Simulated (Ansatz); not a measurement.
# WC: one crystal by all-electron and frozen-core methods

Aim: solve WC at one geometry with all-electron LAPW, frozen-core PAW and all-electron PAW on datasets made for the crystal, and see where they agree.

Program: Ansatz 0.2.0. Level of theory: DFT PBEsol, scalar-relativistic. These are calculated values, not measurements.

**1. The starting structure**

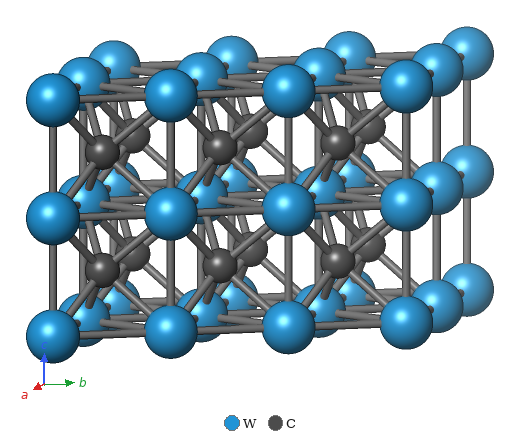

The starting structure, seen slightly off an axis (tungsten blue, carbon dark grey). 2×3×2 cells are drawn. Atoms on the faces are drawn again on the opposite ones.

As a file:

```
W C
1.0
     2.90050    0.00000    0.00000
    -1.45025    2.51191    0.00000
     0.00000    0.00000    2.82900
W C
1 1
Direct
  0.00000 0.00000 0.00000
  0.66667 0.33333 0.50000
```

The cell is a measured one (Crystallography Open Database entry 2102244); the temperature and pressure of the measurement aren't taken into account, and nothing was relaxed.

Atoms are numbered in the order of the input: W1, C2.

**2. All-electron LAPW**

Input file input.yaml:

```yaml
crystal:
  lattice:
    - [2.900501436, 0.0, 0.0]
    - [-1.450250718, 2.5119079273, 0.0]
    - [0.0, 0.0, 2.829]
  atoms:
    - { symbol: W, position: [0.0, 0.0, 0.0] }
    - { symbol: C, position: [0.6666666667, 0.3333333333, 0.5] }
kpoints:
  mp_grid: { grid: [13, 13, 12] }
  band_path:
    path:
      - [0.0, 0.0, 0.0]
      - [0.5, 0.0, 0.0]
      - [0.3333333333, 0.3333333333, 0.0]
      - [0.0, 0.0, 0.0]
      - [0.0, 0.0, 0.5]
      - [0.5, 0.0, 0.5]
      - [0.3333333333, 0.3333333333, 0.5]
      - [0.0, 0.0, 0.5]
      - [0.5, 0.0, 0.5]
    npoints: 14
scf:
  occupations: { method: fermi_dirac, width: 0.05 }
hamiltonian:
  xc: pbesol
  pseudopotentials: { kind: all_electron, lapw: { basis_error: 0.001 } }
output:
  forces: true
  stress: true
  eigenvalues: true
  populations: true
  dos: { projected: true, de: 0.2, e_range: [-14, 8] }
```

Run with:

```console
$ ansatz run input.yaml --threads 1 --pin off --max-ram 3072MiB --backend cpu --events-out ev --progress --plain --runs-dir out
```

Output:

```text
W: projections on atomic orbitals take those of the free atom 1s2 2s2 2p6 3s2 3p6 3d10 4s2 4p6 4d10 4f14 5s2 5p6 5d4 6s2, of charge +0.00 (hamiltonian.pseudopotentials.projection_atoms)
C: projections on atomic orbitals take those of the free atom 1s2 2s2 2p2, of charge +0.00 (hamiltonian.pseudopotentials.projection_atoms)
LAPW: plane waves up to 9.396 Å⁻¹, error target 1.0e-3 eV per atom; small_component_spin mean_spin; C in spheres of 0.903 Å, 6 of its electrons in bands, Dirac shells []; W in spheres of 1.289 Å, 44 of its electrons in bands, Dirac shells []
Engine: ansatz 0.2.0
Pseudopotentials: kind: all_electron
Pseudopotential: W, LAPW, valence charge 44, Koelling and Harmon's equation, gaussian nucleus
Pseudopotential: C, LAPW, valence charge 6, Koelling and Harmon's equation, gaussian nucleus
Functional definition: PBEsol
  exchange = pbesol_x
  correlation = pbesol_c
Crystal: 2 atoms, lattice volume = 20.612 Å³
Basis set: ecut = 336.33198068804006 eV, 315 PW (Γ), exchange–correlation at level 2
Bands: 30, of which v1, the nominal top of the filled ones, is band 25 counted from 1 (24 counted from 0)
Symmetry: 12 space group operations
Space group: P-6m2 (ITA 187), of the structure as read, at distance tolerance 2.7e-5 Å
k-points: 147 of 2028 (time reversal used)
Non-local potential: W, projectors of the file, none
Non-local potential: C, projectors of the file, none
Initial density: superposition of atomic densities (chi_scale 0.1, normalization cell, long waves kept (reshape's long-wave potential 0.00 eV rms))
Initial wavefunctions: plane waves of lowest kinetic energy (no species holds an atomic orbital)
Functional: x = pbesol(κ = 0.804, μ = 0.12345679012345678), c = pbesol(β = 0.046)
iter 1 solved again at ethr=7.58e-3 eV; its pass at ethr=1.00e-1 eV (dr2=3.79e0 eV) is discarded
SCF iter   1: F=—  HF=-440108.563829 eV  |F-HF|=—  |Δ(HF+E_count)|=         —  Δρ=1.23e-1  dr2=3.79e0  ethr=7.58e-3  ⟨swp⟩=2.0  Hψ=27319  notcnv=0
preconditioner: auto → none  [metal: Δε(μ)=0.107 eV  Ē_g=27.570 eV  σ=0.050 eV  W_gap=0.41  n_scr=8 (ndim 8)  ℏωp=44.8 eV  f_vac=0.000  D(μ)=0.16/eV (n_scr^D=0)  sad-step TF]
iter 2 solved again at ethr=2.57e-4 eV; its pass at ethr=7.58e-3 eV (dr2=1.28e-1 eV) is discarded
SCF iter   2: F=—  HF=-440107.125847 eV  |F-HF|=—  |Δ(HF+E_count)|=    1.44e0  Δρ=2.59e-2  dr2=1.28e-1  ethr=2.57e-4  ⟨swp⟩=2.0  Hψ=22754  notcnv=0
SCF iter   3: F=—  HF=-440107.081967 eV  |F-HF|=—  |Δ(HF+E_count)|=         —  Δρ=1.17e-2  dr2=1.30e-2  ethr=2.57e-4  ⟨swp⟩=2.2  Hψ=13577  notcnv=0
the basis was enlarged: its passes take 221.4 KiB over the memory plan, 1 of 1 planned eigensolver slots
SCF iter   4: F=—  HF=-440107.081219 eV  |F-HF|=—  |Δ(HF+E_count)|=   7.48e-4  Δρ=3.89e-3  dr2=1.40e-3  ethr=2.61e-5  ⟨swp⟩=2.8  Hψ=13313  notcnv=0
SCF iter   5: F=—  HF=-440107.077163 eV  |F-HF|=—  |Δ(HF+E_count)|=   4.06e-3  Δρ=1.35e-3  dr2=2.30e-4  ethr=2.79e-6  ⟨swp⟩=2.9  Hψ=13253  notcnv=0
SCF iter   6: F=—  HF=-440107.077116 eV  |F-HF|=—  |Δ(HF+E_count)|=   4.65e-5  Δρ=1.10e-4  dr2=1.53e-6  ethr=4.61e-7  ⟨swp⟩=2.0  Hψ=12831  notcnv=0
SCF iter   7: F=—  HF=-440107.077116 eV  |F-HF|=—  |Δ(HF+E_count)|=   4.47e-7  Δρ=2.92e-5  dr2=1.31e-7  ethr=3.06e-9  ⟨swp⟩=3.0  Hψ=13268  notcnv=0
SCF iter   8: F=-440107.077116 eV  HF=-440107.077116 eV  |F-HF|=2.33e-10  |Δ(HF+E_count)|=   1.25e-8  Δρ=3.39e-6  dr2=1.02e-9  ethr=2.63e-10  ⟨swp⟩=2.9  Hψ=13177  notcnv=0
SCF 1 converged in 8 iterations: F = -440107.077116 eV  dr2 = 1.02e-9
NSCF: frozen V_eff on 113 k-points
SCF converged after 8 iterations
Free energy (F): -440107.077116 eV
Harris-Foulkes:  -440107.077116 eV  (|F-HF|=2.33e-10)
Internal energy: -440107.074384 eV  (E = F + TS)
E sigma→0 (E₀):  -440107.075750 eV
Entropy (-TS):   -0.002732 eV (-1.366 meV/atom)
Fermi energy:    25.723813 eV
--- Per-component energies (eV) ---
  E_band       = -4894.339922
  E_kinetic    = 492725.276505
  E_xc         = -8847.436624
  E_electrostatic = -923984.914265  (all electrons and nuclei)
  E_smearing   = -0.002732  (= −TS)
  E_closure    = 0.000000  (closes the sum)
  E_atoms      = -440084.679543  (free atoms, spherical and without spin; not in F)
  Σ components = -440107.077116   (vs F -440107.077116, Δ=0.00e0)
  Basis errors (estimates in eV, not in F): energy 3.7e-4 per atom: plane waves 3.3e-4 (1.8e-4 summed), levels above the bands 4.0e-101, relativity 3.2e-8, radial functions 4.3e-5, core shells 1.8e-7; eigenvalues (radial functions only) 3.0e-6; not estimated: angular momenta, meshes, grids; target (lapw.basis_error) 1.0e-3; muffin-tin radii C 0.903 Å, W 1.289 Å
--- Forces (eV/Å), atoms counted from 1 ---
  atom   1  W     -0.00000000    -0.00000000     0.00000000
  atom   2  C      0.00000000     0.00000000     0.00000000
  max |Σ_I F_I| component: 5.55e-17 eV/Å
--- Stress (GPa, compression-positive) ---
       -0.607756      -0.000000       0.000000
       -0.000000      -0.607756       0.000000
        0.000000       0.000000      -1.091835
  P = ⅓ Tr σ = -0.7691 GPa (-7.691 kbar)
--- Band table (eV; the first three rows and the last of 147) ---
  k-point 0: bands = ["-391.6693", "-391.6693", "-391.6634", "-238.1963", "-206.9603", "-206.9603", "-206.9570", "-206.9570", "-206.9442", "-48.1508", "-12.1717", "-12.0684", "-12.0684", "-2.3446", "-2.3346", "-2.3346", "-2.3244", "-2.3244", "-2.3112", "-2.3003", "11.2408", "21.3474", "22.3460", "22.3460", "25.8344", "28.9728", "28.9728", "31.3939", "31.3939", "32.1489"]
  k-point 1: bands = ["-391.6693", "-391.6693", "-391.6634", "-238.1963", "-206.9603", "-206.9603", "-206.9570", "-206.9570", "-206.9442", "-48.1480", "-12.2259", "-12.0637", "-12.0637", "-2.3445", "-2.3351", "-2.3351", "-2.3232", "-2.3232", "-2.3134", "-2.3003", "11.4133", "21.2668", "22.4241", "22.4241", "25.8102", "28.3899", "28.3899", "31.7331", "31.7331", "32.2792"]
  k-point 2: bands = ["-391.6693", "-391.6693", "-391.6634", "-238.1963", "-206.9603", "-206.9603", "-206.9570", "-206.9570", "-206.9442", "-48.1402", "-12.3719", "-12.0508", "-12.0508", "-2.3443", "-2.3364", "-2.3364", "-2.3200", "-2.3200", "-2.3193", "-2.3002", "11.9093", "20.8896", "22.6476", "22.6476", "25.9839", "27.3293", "27.3293", "32.0011", "32.0011", "32.6302"]
  k-point 146: bands = ["-391.6693", "-391.6693", "-391.6634", "-238.1963", "-206.9603", "-206.9603", "-206.9570", "-206.9570", "-206.9442", "-48.0420", "-12.7427", "-12.6119", "-12.4822", "-2.3384", "-2.3351", "-2.3327", "-2.3270", "-2.3179", "-2.3161", "-2.3134", "14.7659", "18.5104", "20.2474", "24.0862", "25.0047", "30.2611", "32.1716", "33.1220", "34.9928", "35.8910"]
--- Löwdin populations: 2 sites ---
  site symbol       q [e]
     0      W     73.2208
     1      C      6.7010
  spilling = 0.000978 (of n_electrons = 80.000000)
```

It took 67 s on 1 thread of Arm Neoverse V1, shared host; peak memory 0.47 GiB.

Read from it: pressure -0.77 GPa; no gap.

Levels at the path's labelled points, in eV from the Fermi level:

```
point  band 22  band 23  band 24  band 25  band 26  band 27  band 28
    Γ    -4.38    -3.38    -3.38     0.11     3.25     3.25     5.67
    M    -7.07    -3.65    -3.63    -0.45     2.34     4.56     4.92
    K    -6.62    -4.60    -3.48     0.59     0.99     2.05     3.24
    Γ    -4.38    -3.38    -3.38     0.11     3.25     3.25     5.67
    A    -8.71    -2.04    -2.04    -0.62    -0.62     3.71     4.53
    L    -6.51    -4.37    -4.19     0.30     4.47     5.37     6.72
    H    -7.30    -5.43    -1.59    -0.66     4.44     6.48     7.68
    A    -8.71    -2.04    -2.04    -0.62    -0.62     3.71     4.53
    L    -6.51    -4.37    -4.19     0.30     4.47     5.37     6.72
```

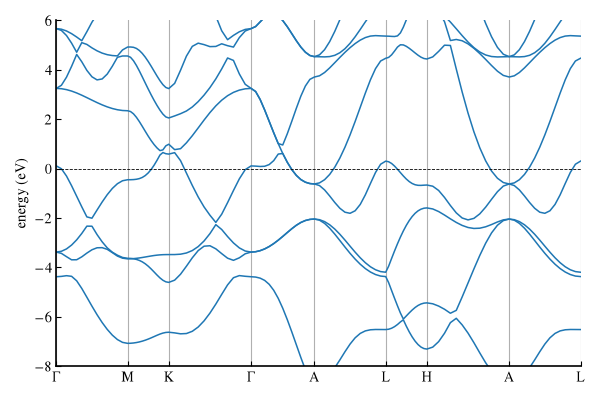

Bands along the path, counted from its Fermi level.

States per cell in windows of 1 eV (zero at the Fermi level; grid of 0.20 eV, so sharp peaks spill over the borders):

```
from  to  total  W 5d  C 2p
 -10  -9   0.00  0.00  0.00
  -9  -8   0.01  0.00  0.00
  -8  -7   0.11  0.03  0.05
  -7  -6   1.36  0.58  0.62
  -6  -5   0.63  0.30  0.28
  -5  -4   1.03  0.50  0.47
  -4  -3   1.49  0.75  0.65
  -3  -2   1.35  0.63  0.66
  -2  -1   1.21  0.82  0.31
  -1   0   0.80  0.55  0.20
   0   1   0.20  0.18  0.02
   1   2   0.48  0.43  0.03
   2   3   0.75  0.62  0.09
   3   4   1.02  0.67  0.24
   4   5   1.48  1.06  0.27
```

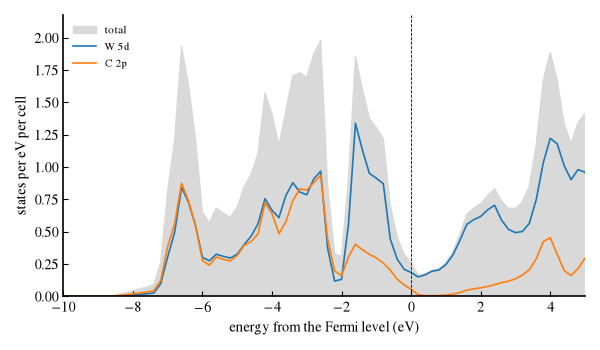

Density of states, total and projected.

**3. Frozen-core PAW**

input.yaml, as its differences from that of step 2:

```diff
@@ -26,3 +26,3 @@
   xc: pbesol
-  pseudopotentials: { kind: all_electron, lapw: { basis_error: 0.001 } }
+  pseudopotentials: { kind: paw }
 output:
@@ -31,3 +31,9 @@
   eigenvalues: true
+  efg: { contact_densities: true }
   populations: true
+  bader: true
   dos: { projected: true, de: 0.2, e_range: [-14, 8] }
+  write_density: true
+  write_potential: true
+  elf: true
+  volumetric_format: npy
```

Run with:

```console
$ ansatz run input.yaml --threads 1 --pin off --max-ram 3072MiB --backend cpu --events-out ev --progress --plain --runs-dir out
```

Output, cut to the lines that bear on the results:

```text
W: output.efg is read without spin–orbit coupling, which moves field gradients at and beside such atoms by some per cent and up to a factor of two; PAW files take it under magnetization.noncollinear and magnetization.spin_orbit
[...]
Pseudopotentials: kind: paw
Pseudopotential: W, paw, valence charge 14, recommended cutoff 420 eV (normal)
Pseudopotential: C, paw, valence charge 4, recommended cutoff 420 eV (normal)
[... 1 set-up line as earlier in the session ...]
[...]
Crystal: 2 atoms, lattice volume = 20.612 Å³
Basis set: ecut = 420 eV, 405 PW (Γ), exchange–correlation on 40×40×40 points (8 copies of the dense FFT grid, shifted against one another)
Bands: 13, of which v1, the nominal top of the filled ones, is band 9 counted from 1 (8 counted from 0)
[... 2 set-up lines as earlier in the session ...]
[...]
  P = ⅓ Tr σ = -0.8210 GPa (-8.210 kbar)
--- PAW observables at the nuclei: V_zz in 10²¹ V/m², potentials from the cell's mean, atoms counted from 1 ---
  atom   1  W  V_zz =   -14.317137   η = 0.0000   by run symmetry: allowed
            electrostatic potential = -14818.537683 V   contact ρ = 8810900.608121 e/Å³
  atom   2  C  V_zz =    +0.078505   η = 0.0000   by run symmetry: allowed
            electrostatic potential = -431.783650 V   contact ρ = 861.026202 e/Å³
--- Band table (eV; the first three rows and the last of 147) ---
  k-point 0: bands = ["-53.2653", "-17.2810", "-17.1762", "-17.1762", "6.1237", "16.2299", "17.2277", "17.2277", "20.7175", "23.8536", "23.8536", "26.2787", "26.2787"]
[...]
--- Löwdin populations: 2 sites ---
  site symbol       q [e]
     0      W     13.2167
     1      C      4.7010
  spilling = 0.004573 (of n_electrons = 18.000000)
--- Bader charges: 2 sites ---
  site symbol  charge [e]  shift [e]
     0      W      1.3858     0.0035
     1      C     -1.3858     0.0035
  estimated error of the sums over rays = 7.6e-4 e
```

Wall time 26 s (1 thread of Arm Neoverse V1, shared host); peak memory 0.4 GiB.

This run gives: pressure -0.82 GPa; no gap; Vzz W1 -14.32 (η = 0.00), C2 0.08 (η = 0.00) (10²¹ V/m²).

```csv
atom,Bader charge (e),basin volume (Å³)
W1,+1.39,11.48
C2,-1.39,9.13
```

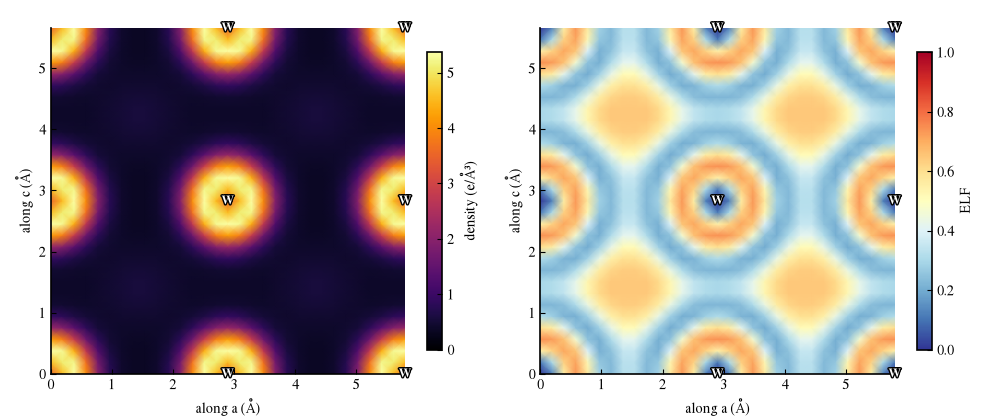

Density (left) and ELF (right) in a lattice plane of the grid's cell (edges 2.90 and 2.83 Å, at 0.000 of the third edge), which holds W. Only atoms in the plane are labelled. Both are smooth fields of the valence electrons: close to the nuclei they are not physical.

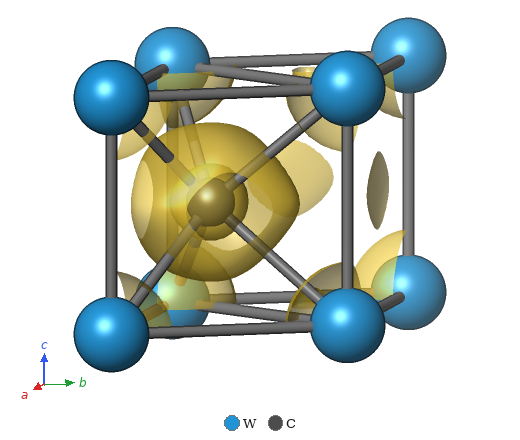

Surface of ELF = 0.60, drawn in one cell.

Maxima of ELF outside the ion cores: 0.81 beside C, off the lines to its neighbours, 0.7 Å from C; 0.66 between the atoms, 1.7 Å from W.

**4. All-electron PAW on datasets made for the crystal**

input.yaml, as its differences from that of step 3:

```diff
@@ -21,3 +21,3 @@
       - [0.5, 0.0, 0.5]
-    npoints: 14
+    npoints: 8
 scf:
@@ -26,3 +26,3 @@
   xc: pbesol
-  pseudopotentials: { kind: paw }
+  pseudopotentials: { kind: all_electron, datasets: crystal }
 output:
@@ -32,8 +32 @@
   efg: { contact_densities: true }
-  populations: true
-  bader: true
-  dos: { projected: true, de: 0.2, e_range: [-14, 8] }
-  write_density: true
-  write_potential: true
-  elf: true
-  volumetric_format: npy
```

Run with:

```console
$ ansatz run input.yaml --threads 1 --pin off --max-ram 3072MiB --backend cpu --events-out ev --progress --plain --runs-dir out
```

Output, cut to the lines that bear on the results:

```text
[...]
band count auto-derived: 15 (N_el = 18.0; filled up to band 9; 13 by the electrons, moments and atoms)
W: output.efg is read without spin–orbit coupling, which moves field gradients at and beside such atoms by some per cent and up to a factor of two; PAW files take it under magnetization.noncollinear and magnetization.spin_orbit
[...]
[... 1 set-up line as earlier in the session ...]
Pseudopotential: W, paw, valence charge 28, recommended cutoff 340 eV (normal), Koelling and Harmon's equation, gaussian nucleus
Pseudopotential: C, paw, valence charge 4, recommended cutoff 340 eV (normal), Koelling and Harmon's equation, gaussian nucleus
[... 1 set-up line as earlier in the session ...]
[...]
Crystal: 2 atoms, lattice volume = 20.612 Å³
Basis set: ecut = 340 eV, 315 PW (Γ), exchange–correlation on 36×36×36 points (8 copies of the dense FFT grid, shifted against one another)
[...]
  atom   1  W     -0.00000000     0.00000000     0.00000000
  atom   2  C      0.00000000     0.00000000     0.00000000
[...]
--- Stress (GPa, compression-positive) ---
       -0.609993      -0.000000       0.000000
       -0.000000      -0.609993       0.000000
        0.000000       0.000000      -1.095975
  P = ⅓ Tr σ = -0.7720 GPa (-7.720 kbar)
  It holds what live shells' own plane waves past their cutoff add
--- PAW observables at the nuclei: V_zz in 10²¹ V/m², potentials from the cell's mean, atoms counted from 1 ---
  atom   1  W  V_zz =   -13.692715   η = 0.0000   by run symmetry: allowed
            electrostatic potential = -14815.624862 V   contact ρ = 8806429.095018 e/Å³
  atom   2  C  V_zz =    +0.053102   η = 0.0000   by run symmetry: allowed
            electrostatic potential = -431.022701 V   contact ρ = 861.172304 e/Å³
--- Band table (eV; the first three rows and the last of 147) ---
  k-point 0: bands = ["-48.1508", "-12.1718", "-12.0683", "-12.0683", "11.2408", "21.3473", "22.3460", "22.3460", "25.8344", "28.9728", "28.9728", "31.3939", "31.3939"]
[...]
```

Run time: 53 s. Hardware: 1 thread of Arm Neoverse V1, shared host; peak memory 0.88 GiB.

This run gives: pressure -0.77 GPa; no gap; Vzz W1 -13.69 (η = 0.00), C2 0.05 (η = 0.00) (10²¹ V/m²).

```
atom  contact density (e/Å³)
  W1                 8806429
  C2                861.1723
```

**5. Comparison**

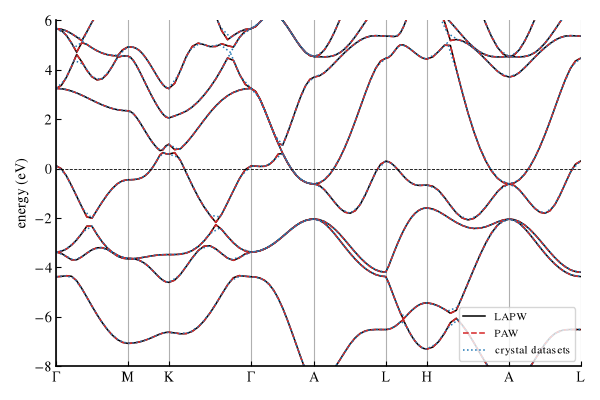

Bands of 3 runs (LAPW; PAW; crystal datasets) drawn together, counted from each run's Fermi level.

| method | pressure (GPa) | Vzz W1 (10²¹ V/m²) | Vzz C2 (10²¹ V/m²) | SCF cycles, all passes |
| --- | --- | --- | --- | --- |
| LAPW | -0.77 | – | – | 8 |
| PAW | -0.82 | -14.32 | 0.08 | 6 |
| crystal datasets | -0.77 | -13.69 | 0.05 | 10 |

**6. What came out**

| quantity | value |
| --- | --- |
| pressure | LAPW -0.77, PAW -0.82, crystal datasets -0.77 GPa |
| gap (LAPW) | none |
| Bader charges (PAW) | W1 +1.39, C2 -1.39 e |
| highest ELF (PAW) | 0.81, 0.68 Å from C |

At this geometry the cell is under tension of 0.8 GPa, so it would shrink if let go. Bands cross the Fermi level: the crystal is a metal at this level. W 5d carries the largest share, 75 %, of the projected states within 0.3 eV of the Fermi level. The projection holds only the free atom's occupied shells (W 6s, W 5d, C 2s, C 2p in this range). The field gradient at W1, the largest by crystal datasets, is -14.32 by PAW and -13.69 by crystal datasets (10²¹ V/m²), within 5 %. No spin–orbit coupling: at heavy atoms the gradients can be off by tens of per cent for that reason. PAW lies -0.05 GPa from LAPW in pressure. LAPW took about 2.5 times as long as PAW (67 s against 26 s, on a shared host and with the outputs that each input asks for). Spin-orbit coupling is left out, though the cell holds W; in elements this heavy it can shift bands and gaps by tenths of an eV.
